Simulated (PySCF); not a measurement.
## What a change does: NMR shielding calculation on C3H6ClNSi

System: C3H6ClNSi.
Method of run A: GIAO PBE0/6-31G* NMR shielding, non-relativistic, gas phase (PySCF 2.14.0).

The geometry comes from this level: PBE0-D3(BJ)/def2-SVP. Text and figures count atoms from 1; the logs count them from 0 in places.

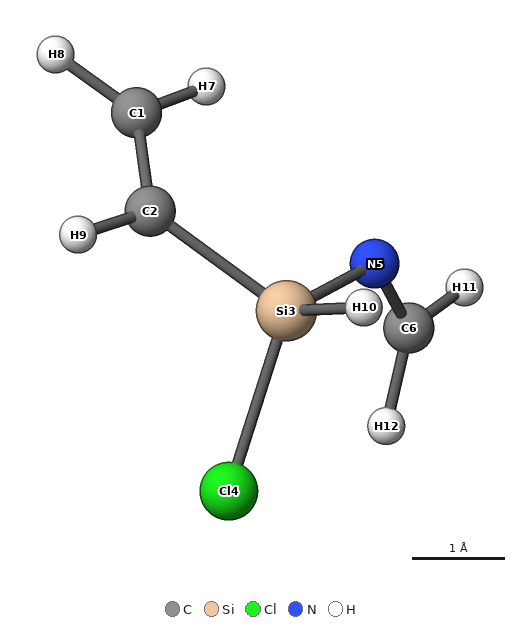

Figure 1. The input geometry (ball-and-stick view, seen at a tilt; atoms are numbered from 1 in the order of the input).

## Input file, run A
```
{"job": {"kind": "nmr", "xc": "PBE0", "basis": "6-31G*", "pop": true}, "charge": 0, "multiplicity": 1}
C      0.250497    -2.012479     1.050944
C     -0.176395    -3.264565     0.849381
Si    -1.725452    -3.642187    -0.094586
Cl    -2.920834    -4.907974     1.059969
N     -2.539688    -2.140927    -0.435158
C     -3.724279    -1.834307    -0.127320
H     -0.301816    -1.152763     0.656438
H      1.164632    -1.795782     1.614705
H      0.403494    -4.100033     1.261920
H     -1.483119    -4.344205    -1.381665
H     -4.131444    -0.841791    -0.394488
H     -4.417286    -2.510548     0.415095
```

The first line tells a small driver script what to run in PySCF; the rest is the geometry in Å.

Launched with:
```bash
OMP_NUM_THREADS=1 python <driver script> task.json out
```

Hardware: 1 CPU thread, shared host.

## Output (run A)
```
coarse grid: 11288 points
cycle   1  E = -921.8784183277  dE =  5.184e-01  |g| = 4.623e-01  |ddm| = 3.242e+00
cycle   2  E = -921.8284137269  dE =  5.000e-02  |g| = 6.627e-01  |ddm| = 1.076e+00
cycle   3  E = -921.9307578772  dE = -1.023e-01  |g| = 1.366e-01  |ddm| = 6.465e-01
cycle   4  E = -921.9352787736  dE = -4.521e-03  |g| = 2.145e-02  |ddm| = 1.384e-01
cycle   5  E = -921.9353992469  dE = -1.205e-04  |g| = 4.307e-03  |ddm| = 2.807e-02
cycle   6  E = -921.9354049035  dE = -5.657e-06  |g| = 9.659e-04  |ddm| = 6.825e-03
final grid: 100520 points
cycle   7  E = -921.8737319434  dE = -1.582e-05  |g| = 6.725e-03  |ddm| = 1.676e-02
cycle   8  E = -921.8737280745  dE =  3.869e-06  |g| = 7.886e-03  |ddm| = 1.441e-02
cycle   9  E = -921.8737439708  dE = -1.590e-05  |g| = 1.482e-03  |ddm| = 8.137e-03
cycle  10  E = -921.8737444931  dE = -5.223e-07  |g| = 2.078e-04  |ddm| = 1.266e-03
cycle  11  E = -921.8737445027  dE = -9.572e-09  |g| = 6.384e-05  |ddm| = 2.540e-04
cycle  12  E = -921.8737445036  dE = -8.695e-10  |g| = 3.670e-05  |ddm| = 8.835e-05
cycle  13  E = -921.8737445039  dE = -3.290e-10  |g| = 6.338e-06  |ddm| = 3.244e-05
converged SCF energy = -921.8737445039

GIAO shielding tensors (ppm)
atom      isotropic    diamagn.    paramagn.     s11        s22        s33       span
  0 C       58.051     260.687    -202.636    -56.383     53.304    177.232    233.614
  1 C       69.465     254.174    -184.709    -33.057     65.843    175.607    208.664
  2 Si     413.062     881.047    -467.985    368.962    433.272    436.952     67.989
  3 Cl     967.236    1144.433    -177.197    921.520    965.130   1015.056     93.536
  4 N      -92.798     325.454    -418.253   -421.119   -127.315    270.039    691.158
  5 C       29.523     252.905    -223.382    -56.511     -0.016    145.095    201.605
  6 H       25.652      36.271     -10.619     22.477     24.159     30.320      7.843
  7 H       25.588      31.180      -5.592     22.727     25.258     28.779      6.053
  8 H       25.853      26.668      -0.815     24.144     25.273     28.142      3.998
  9 H       26.130      26.749      -0.619     22.717     24.679     30.993      8.276
 10 H       23.406      31.330      -7.924     22.703     23.598     23.917      1.213
 11 H       23.460      25.097      -1.637     21.406     22.110     26.863      5.457
```

Run B used a changed input.

## The two runs side by side

```csv
quantity,run A,run B
outcome,converged,converged
total energy (hartree),−921.873745,−920.648404
HOMO (eV),−7.32,−7.39
LUMO (eV),−0.90,−1.15
dipole moment (D),1.55,1.61
shielding of C1 (ppm),58.1,37.6
shielding of C2 (ppm),69.5,54.9
shielding of Si3 (ppm),413.1,349.6
shielding of Cl4 (ppm),967.2,1023.5
shielding of N5 (ppm),−92.8,−156.7
shielding of C6 (ppm),29.5,7.1
shielding of H9 (ppm),25.9,26.7
SCF iterations,13,13
basis functions,104,74
wall time (shared host),10 s,6.5 s
```

Which change of the input explains these differences?

The change (lines with − go, lines with + come):
```diff
-"basis": "6-31G*"
+"basis": "pcSseg-0"
```

The total energy of run B is 768.9 kcal/mol higher, which measures the change of basis and not a stability. The HOMO goes from −7.32 to −7.39 eV. The LUMO goes from −0.90 to −1.15 eV. The dipole moment goes from 1.55 to 1.61 D. Of all shieldings, the largest change is that of N5, by −63.9 ppm. The number of SCF iterations is the same. The basis functions go from 104 to 74.

## Output (run B)
```
coarse grid: 11288 points
cycle   1  E = -920.5299340773  dE =  4.513e-01  |g| = 4.273e-01  |ddm| = 3.622e+00
cycle   2  E = -920.4907369375  dE =  3.920e-02  |g| = 6.250e-01  |ddm| = 1.285e+00
cycle   3  E = -920.5774951346  dE = -8.676e-02  |g| = 1.326e-01  |ddm| = 6.771e-01
cycle   4  E = -920.5818167172  dE = -4.322e-03  |g| = 2.042e-02  |ddm| = 1.775e-01
cycle   5  E = -920.5819175121  dE = -1.008e-04  |g| = 2.639e-03  |ddm| = 2.785e-02
cycle   6  E = -920.5819190573  dE = -1.545e-06  |g| = 1.396e-03  |ddm| = 5.880e-03
final grid: 100520 points
cycle   7  E = -920.6483988857  dE = -1.344e-05  |g| = 4.238e-03  |ddm| = 1.811e-02
cycle   8  E = -920.6483963658  dE =  2.520e-06  |g| = 5.304e-03  |ddm| = 1.105e-02
cycle   9  E = -920.6484034464  dE = -7.081e-06  |g| = 1.145e-03  |ddm| = 6.423e-03
cycle  10  E = -920.6484037693  dE = -3.228e-07  |g| = 1.444e-04  |ddm| = 1.067e-03
cycle  11  E = -920.6484037734  dE = -4.154e-09  |g| = 7.322e-05  |ddm| = 2.253e-04
cycle  12  E = -920.6484037745  dE = -1.045e-09  |g| = 3.091e-05  |ddm| = 9.570e-05
cycle  13  E = -920.6484037747  dE = -2.487e-10  |g| = 2.573e-06  |ddm| = 3.718e-05
converged SCF energy = -920.6484037747

GIAO shielding tensors (ppm)
atom      isotropic    diamagn.    paramagn.     s11        s22        s33       span
  0 C       37.621     261.573    -223.952    -93.694     29.640    176.917    270.612
  1 C       54.902     267.785    -212.883    -62.055     51.061    175.700    237.754
  2 Si     349.575     876.211    -526.635    278.026    375.554    395.146    117.120
  3 Cl    1023.496    1144.459    -120.963   1002.259   1027.598   1040.631     38.372
  4 N     -156.691     328.697    -485.387   -582.355   -164.129    276.411    858.766
  5 C        7.143     249.507    -242.364    -90.471    -31.523    143.423    233.895
  6 H       26.178      33.475      -7.296     22.949     24.994     30.592      7.643
  7 H       25.939      31.452      -5.513     22.983     25.937     28.896      5.913
  8 H       26.664      30.024      -3.360     25.294     25.991     28.706      3.411
  9 H       26.281      26.172       0.109     21.942     24.345     32.556     10.614
 10 H       23.412      29.216      -5.804     22.845     23.304     24.088      1.242
 11 H       23.448      25.431      -1.982     22.391     22.612     25.342      2.952
```
